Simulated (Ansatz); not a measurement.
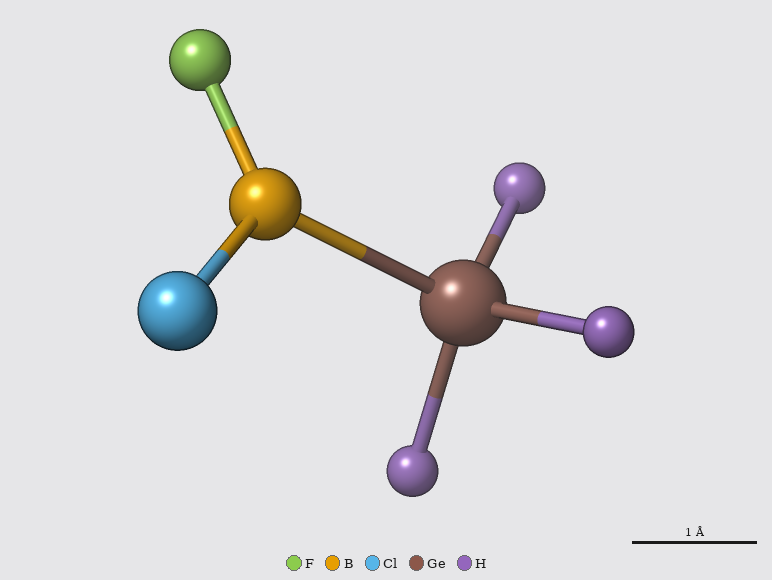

A ball-and-stick model of a molecule.

Give the formula.

Answer. BClFGeH3, 7 atoms: 1 boron, 1 chlorine, 1 fluorine, 1 germanium and 3 hydrogen.

How many sets of symmetry-equivalent atoms are there?

Answer. 6: 1 F, 1 B, 1 Cl, 1 Ge, 1 H, 2 H.

Count the bonded pairs by element.

Answer. 3 Ge–H, 1 B–F, 1 B–Cl, 1 B–Ge.

What is its SMILES?

Answer. F[B](Cl)[GeH3]

More results for the same structure follow; atom numbers are the same in all pictures, views and colours differ. The computed structure is the end point of a PBE0-D4/def2-TZVP optimisation.

### Charges

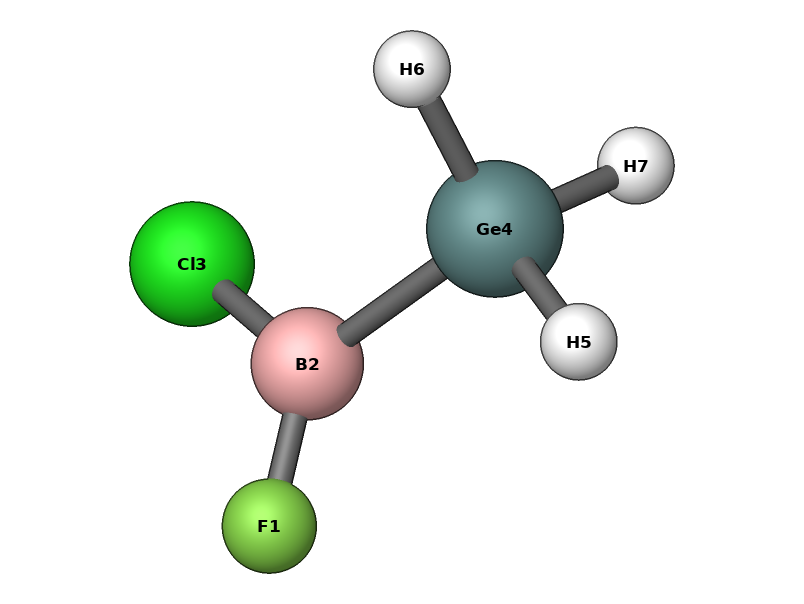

The questions are on Mulliken charges. Method: RKS PBE-D4/def2-TZVPP (Ansatz 0.2.0).

List the Mulliken charges.

| atom | value (e) |
| --- | --- |
| F1 | −0.15 |
| B2 | 0.28 |
| Cl3 | −0.10 |
| Ge4 | −0.03 |
| H5 | 0.00 |
| H6 | 0.00 |
| H7 | 0.00 |

### Electronic properties

Level of theory: RKS CAM-B3LYP-D4/def2-TZVPP (Ansatz 0.2.0).

What is the dispersion correction?

Answer. −12.0 kJ/mol.

Estimate the HOMO–LUMO gap.

Answer. 9.51 eV.

What is the HOMO energy (Kohn–Sham orbital)?

Answer. −9.92 eV.

### Dipole moment

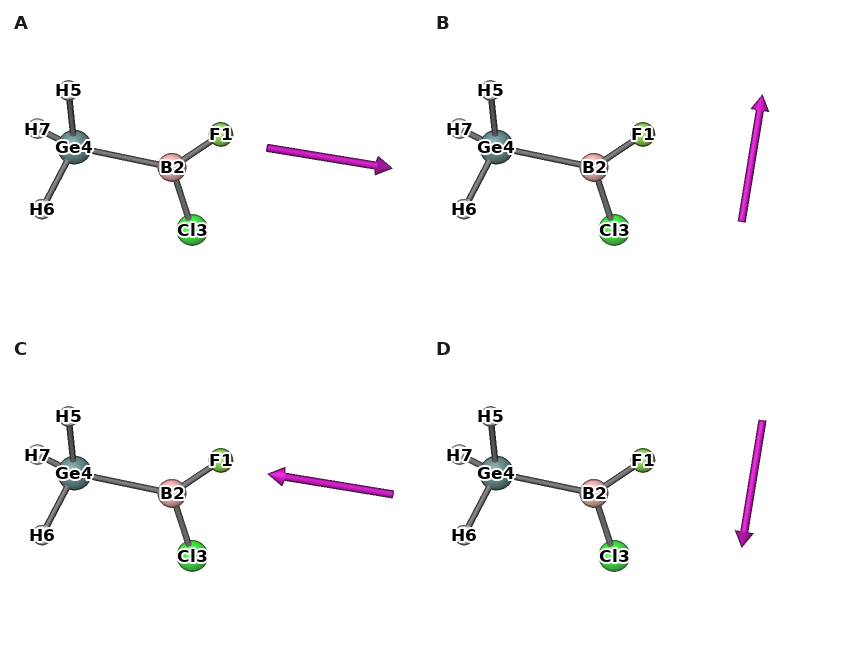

The same molecule four times, each with an arrow. Properties computed with RKS ωB97M-V/def2-TZVPP (Ansatz 0.2.0).

Which arrow points along the dipole moment, from the negative to the positive end?

Answer. C. The dipole moment is 0.60 D; it points from the side of F1, Cl3 to the side of H5, H6, H7 (the outermost atoms at the two ends).

Mulliken values depend strongly on the basis set and can even reverse the polarity of a bond.
